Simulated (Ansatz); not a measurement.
Input

```
crystal:
  periodic: [false, false, false]
  atoms:
    - { symbol: O, position_ang: [0.4123, -1.7209, 1.2548] }
    - { symbol: C, position_ang: [0.0138, -1.17, 0.184] }
    - { symbol: Si, position_ang: [-0.012, 0.6922, -0.0037] }
    - { symbol: Cl, position_ang: [-0.5367, 1.2167, -1.882] }
    - { symbol: H, position_ang: [-0.3014, -1.7585, -0.7085] }
    - { symbol: H, position_ang: [-0.9181, 1.3822, 0.9466] }
    - { symbol: H, position_ang: [1.4034, 1.2903, 0.1631] }
basis:
  gaussian: { orbitals: def2-SVP }
hamiltonian:
  xc: { name: BHLYP }
relax:
  f_tol: 0.015
  max_steps: 40
output:
  orbitals: {}
```

Run with:

```sh
ansatz run input.yaml --threads 1 --pin off --max-ram 2048MiB --backend cpu --events-out ev --progress --plain --runs-dir out
```

The fields are those of the relaxed geometry.

Theory: RKS BHLYP/def2-SVP (Ansatz 0.2.0).

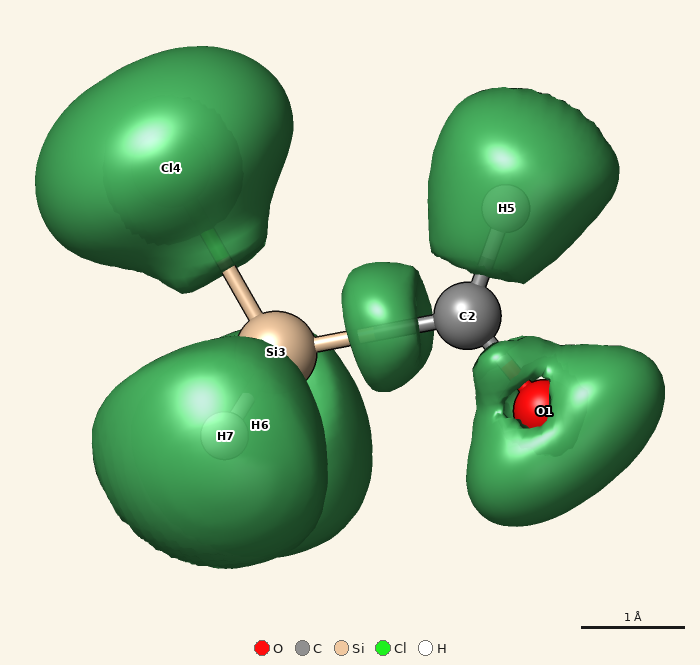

CH₃ClOSi (SMILES O=C[SiH2]Cl). Isosurface of the ELF at 0.75 (green), seen at a tilt. Core shells and regions of very low density are left out.

Q: Where are the electrons localised?

A: The surface consists of one region between bonded C–Si atoms (shared pairs), three regions around hydrogen nuclei, one region on Cl in which the atom's valence shell and bonds are merged and one region on O in which the atom's valence shell and bonds are merged. Profiles from the grid: C–O (1.20 Å): the ELF peaks at about 0.85 between the atoms: a short, multiple covalent bond. C–Si (1.92 Å): the ELF peaks at about 1 between the atoms; localised, covalent bonding.
